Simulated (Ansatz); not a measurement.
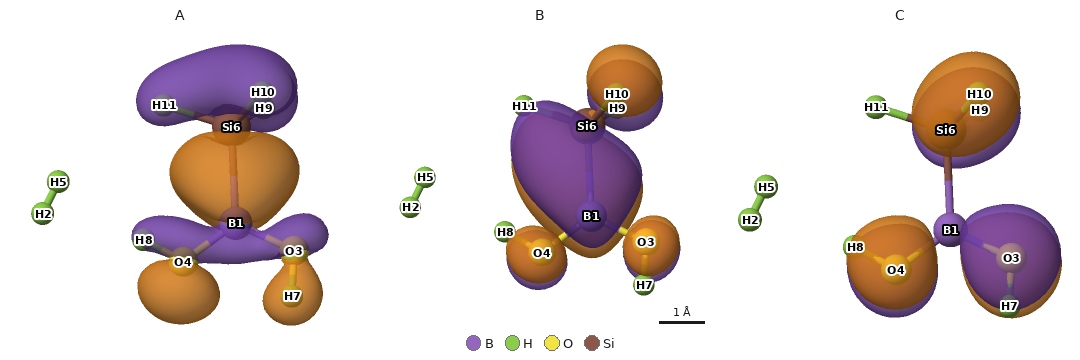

The picture shows: BH$_{5}$O$_{2}$Si···H$_{2}$. Three frontier orbitals at ±0.08 Å⁻³ᐟ² (orange and purple are the two phases), in no order.

The product side of a reaction path; geometry: PBE0-D4/def2-TZVP.

Computed with RKS PBE0-D4/def2-TZVPP (Ansatz).

Input file:

```
crystal:
  periodic: [false, false, false]
  atoms:
    - {symbol: B, position_ang: [-0.928748, 0.302749, -0.405783]}
    - {symbol: H, position_ang: [2.332699, 1.699241, 1.551758]}
    - {symbol: O, position_ang: [-2.140650, 0.346784, -1.015666]}
    - {symbol: O, position_ang: [-0.426048, 1.463527, 0.106166]}
    - {symbol: H, position_ang: [2.368899, 0.965159, 1.413291]}
    - {symbol: Si, position_ang: [0.025392, -1.494051, -0.312369]}
    - {symbol: H, position_ang: [-2.518171, 1.234229, -1.013871]}
    - {symbol: H, position_ang: [0.432707, 1.369924, 0.524229]}
    - {symbol: H, position_ang: [0.298117, -2.034831, -1.671802]}
    - {symbol: H, position_ang: [-0.780289, -2.498120, 0.434348]}
    - {symbol: H, position_ang: [1.336090, -1.354514, 0.389700]}
basis:
  gaussian: {orbitals: def2-TZVPP}
hamiltonian: {xc: pbe0, dispersion: d4}
output: {orbitals: {seedname: orbitals}}
```

Launched as:

```sh
ansatz run in.yaml --threads 4 --pin off --events-out ev --progress --plain --max-ram 9574MiB
```

Order the three orbitals by energy and name them.

Answer. C is the HOMO−1 (−9.48 eV). It lies mainly on O3 (about 40 %), O4 (about 25 %), Si6 (about 10 %), H9 (about 5 %) and H10 (about 5 %). A is the HOMO (−8.28 eV). It lies mainly on Si6 (about 35 %), B1 (about 30 %) and O4 (about 15 %). B is the LUMO (−0.20 eV). Its weight (Hirshfeld) is mainly on B1 (about 35 %), Si6 (about 30 %), O4 (about 10 %) and O3 (about 10 %).

What is the HOMO–LUMO gap?

Answer. 8.08 eV between the orbital energies.
